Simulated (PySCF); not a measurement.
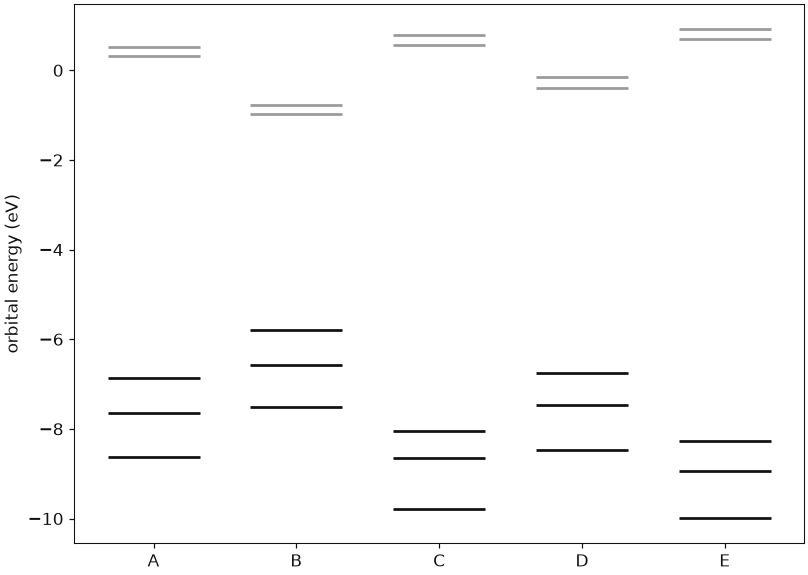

Frontier orbital energies of CH₇PSSi, SMILES CS[SiH2]P at one geometry, PySCF, at a PBE0-D3(BJ)/def2-SVP geometry (no frequency check). Empty levels are grey, levels within 0.1 eV stand side by side; all columns show the same few orbitals around the gap.

The columns come from B3LYP/def2-SVPD, BHandHLYP/def2-SVPD, CAM-B3LYP/def2-SVPD, PBE/def2-SVPD and PBE0/def2-SVP. Which is which?

Answer. A: PBE0/def2-SVP (HOMO −6.88, LUMO 0.32, separation 7.19 eV)
B: PBE/def2-SVPD (HOMO −5.79, LUMO −0.98, separation 4.81 eV)
C: BHandHLYP/def2-SVPD (HOMO −8.04, LUMO 0.57, separation 8.61 eV)
D: B3LYP/def2-SVPD (HOMO −6.74, LUMO −0.40, separation 6.35 eV)
E: CAM-B3LYP/def2-SVPD (HOMO −8.28, LUMO 0.71, separation 8.98 eV)

Limits of at least one run: empty levels above zero depend strongly on the basis; one conformer of a flexible molecule.
